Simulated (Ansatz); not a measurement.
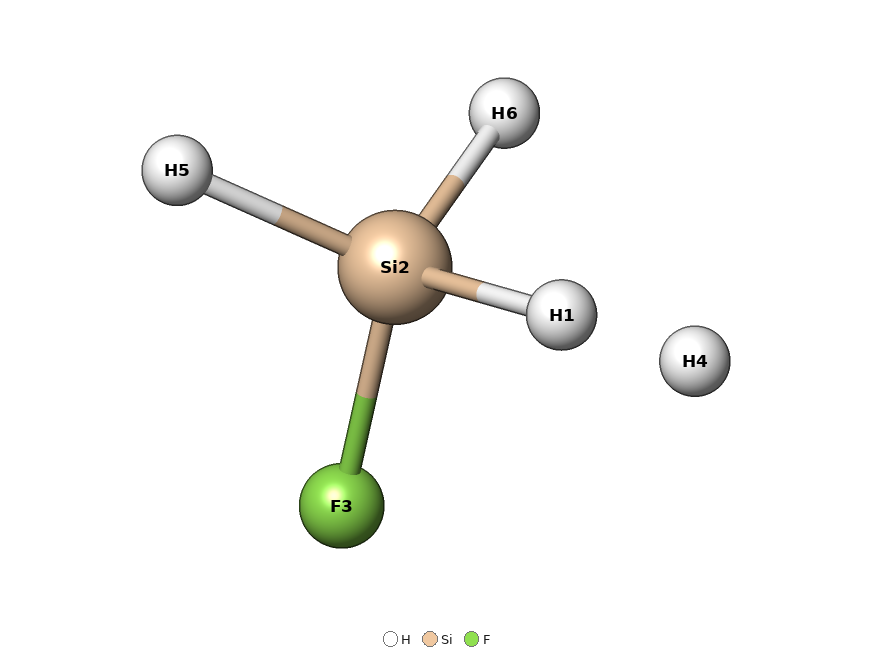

The species is neutral and a spin doublet. Sticks follow a distance rule. Harmonic vibrations computed with UKS PBE0-D4/def2-TZVP (Ansatz 0.2.0) at a stationary point of the same level.

Question: How many imaginary frequencies does it have?

Answer: A first-order saddle point: one imaginary frequency, 795i cm⁻¹.

Question: List the wavenumbers.

Answer: 12 modes: 795i, 153, 255, 717, 767, 881, 935, 974, 996, 1338, 2236, 2252 cm⁻¹.
